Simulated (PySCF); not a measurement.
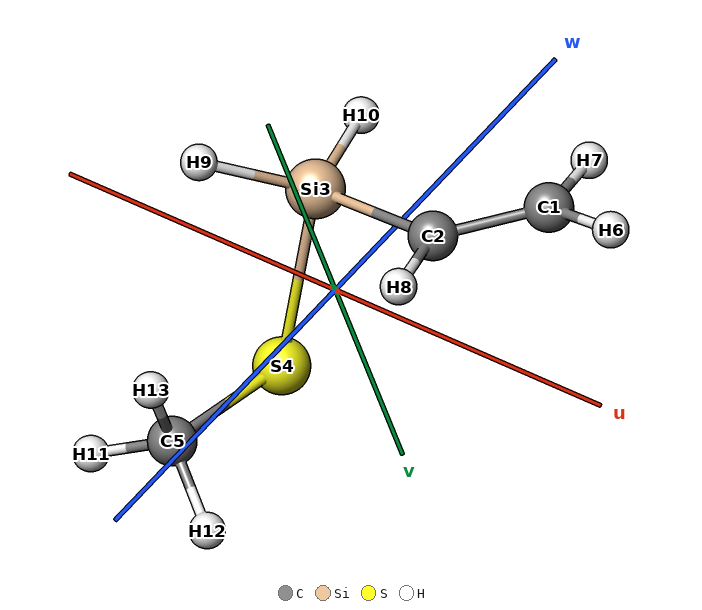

The lines u, v and w are the principal axes of the g tensor. The species has charge +1 and is a spin doublet. Computed geometry: GFN2-xTB optimisation. No frequency run is at hand to confirm it as a minimum. Method: UKS B3LYP, pcH-1 on C H S Si, non-relativistic, mean-field spin-orbit, GIAO (PySCF 2.14.0). The run warned: orbitally degenerate or nearly so: second-order g, spin-orbit hyperfine and D do not apply.

Along which axis does g lie farthest from the free-electron value?

Answer. Along w: the shift is 40977 ppm.

Give the principal values and shifts.

```json
{"axis": "u", "g": "2.00219", "shift (ppm)": "−131"}
{"axis": "v", "g": "2.01851", "shift (ppm)": "16195"}
{"axis": "w", "g": "2.04330", "shift (ppm)": "40977"}
```

The geometry is semi-empirical. Around Si such bond lengths and angles can be off by a tenth of an ångström or more and by several degrees, and values that hang on the shape move with them.
